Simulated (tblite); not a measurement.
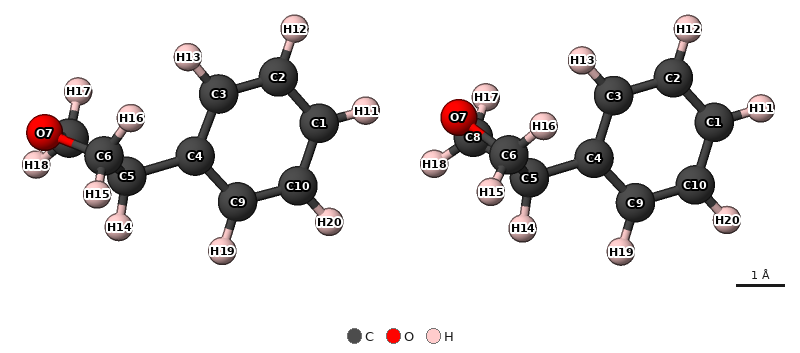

Two geometries of C₉H₁₀O, drawn at one scale. One is the start of a relaxation, the other its converged end. A ball-and-stick model, seen from a free direction.

These are results of tblite 0.8.0, GFN2-xTB geometry optimisation, gas phase, not measurements. 

Which one is relaxed?

The right one is the relaxed one. The atom that moves furthest after the best rigid fit is O7 (0.44 Å). Largest moves by element: O 0.44 Å, H 0.32 Å, C 0.12 Å. Some distances before and after: C4–C5 1.587 → 1.497 Å, C4–C9 1.424 → 1.389 Å, C6–O7 1.447 → 1.428 Å, C3–H13 1.098 → 1.080 Å. Among the angles between lasting bonds that change: C3–C4–C9 115.5° → 118.8°, C8–C5–H14 110.3° → 113.5°, C3–C4–C5 123.9° → 120.8°. Over 51 geometry steps the energy falls by 6.36 kcal/mol. The run took 0.41 s on 1 thread of Arm Neoverse V1, with other jobs on the host.
